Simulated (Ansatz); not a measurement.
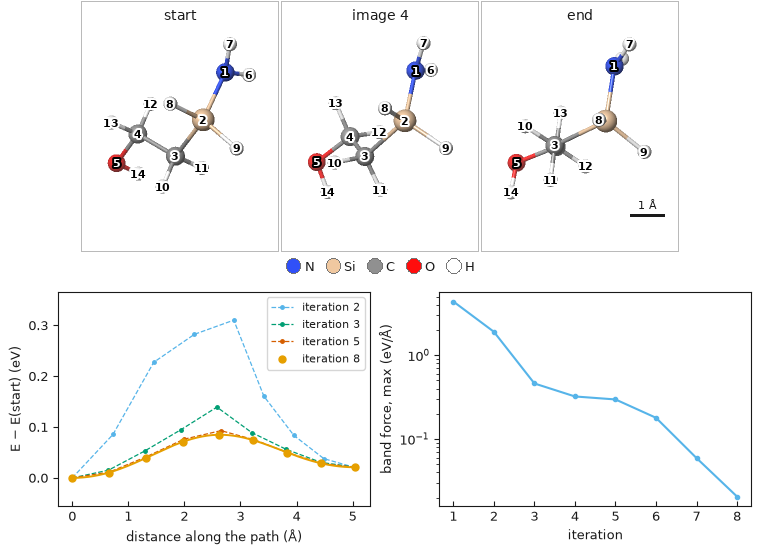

A search for the minimum-energy path of C2H9NOSi by the nudged elastic band. Images are numbered from 0 (start) to 8 (end). The plot follows the band through its iterations. The picture is a ball-and-stick view, seen from a free direction.

The calculation used RKS BHLYP/def2-SVP in Ansatz. Run with 7 movable images; climbing image; force threshold 0.03 eV/Å; iteration limit 52; starting path through a guess of the saddle point.

How did the profile develop, and is the result final?

The result is final at these settings. The band converged in 8 iterations. The largest component of the band force went from 4.4 to 0.021 eV/Å. The climbing image converged on the top of the path. Its vibrational analysis gives one imaginary mode (98i cm⁻¹), as a transition state must have. The first iteration put the highest image at 1.472 eV. Forward barrier 0.085 eV, backward barrier 0.064 eV, with image 4 at the top; the reaction energy is +0.021 eV.

The run took 3.8 min on 2 threads of Arm Neoverse V1, with other jobs on the host, peak memory 0.28 GiB.
